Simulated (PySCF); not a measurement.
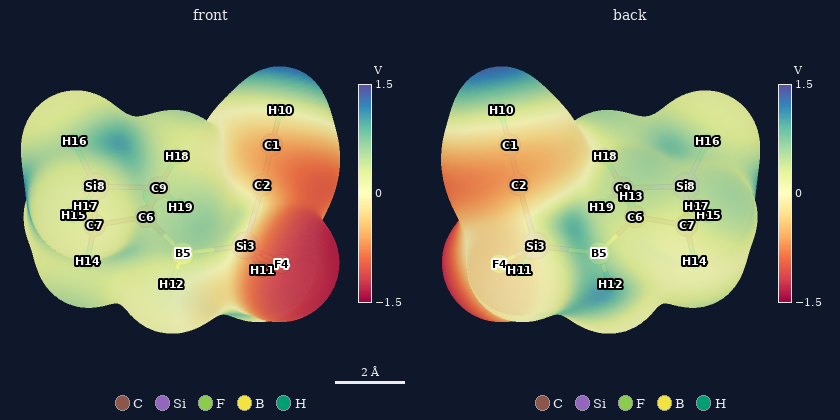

Figure. C5H10BFSi2. The molecular electrostatic potential painted on the density surface at 0.001 e/bohr³, seen from the front and from behind; the colour scale runs from red (negative) to blue (positive).

Geometry: GFN2-xTB.

Computed with PySCF, PBE0/pcSseg-1, SCF density, gas phase, non-relativistic.

```yaml
atoms:
  - { symbol: C, position_ang: [3.3478, 1.3167, -0.2964] }
  - { symbol: C, position_ang: [2.8720, 0.2615, 0.0282] }
  - { symbol: Si, position_ang: [2.0611, -1.3420, 0.5128] }
  - { symbol: F, position_ang: [2.5405, -1.5522, 2.0620] }
  - { symbol: B, position_ang: [0.1108, -1.3037, 0.3927] }
  - { symbol: C, position_ang: [-0.5892, -0.3404, -0.5960] }
  - { symbol: C, position_ang: [-2.1047, -0.4469, -0.8915] }
  - { symbol: Si, position_ang: [-2.4623, 1.0958, 0.1668] }
  - { symbol: C, position_ang: [-0.5881, 0.8310, 0.4567] }
  - { symbol: H, position_ang: [3.7842, 2.2333, -0.5758] }
  - { symbol: H, position_ang: [2.8279, -2.3905, -0.1753] }
  - { symbol: H, position_ang: [-0.5719, -1.9447, 1.1048] }
  - { symbol: H, position_ang: [-0.0450, -0.0309, -1.4874] }
  - { symbol: H, position_ang: [-2.5351, -1.3757, -0.5219] }
  - { symbol: H, position_ang: [-2.3374, -0.3841, -1.9526] }
  - { symbol: H, position_ang: [-2.7723, 2.3259, -0.5625] }
  - { symbol: H, position_ang: [-3.3119, 0.9402, 1.3479] }
  - { symbol: H, position_ang: [0.1207, 1.6183, 0.2143] }
  - { symbol: H, position_ang: [-0.3569, 0.4976, 1.4725] }
```

Where is the surface potential most negative and most positive?

Answer. The most negative region (about −1.3 V) lies over F4, the most positive (about +1.3 V) over H10.

What dipole moment does the calculation give?

Answer. Its dipole moment is 3.55 D.
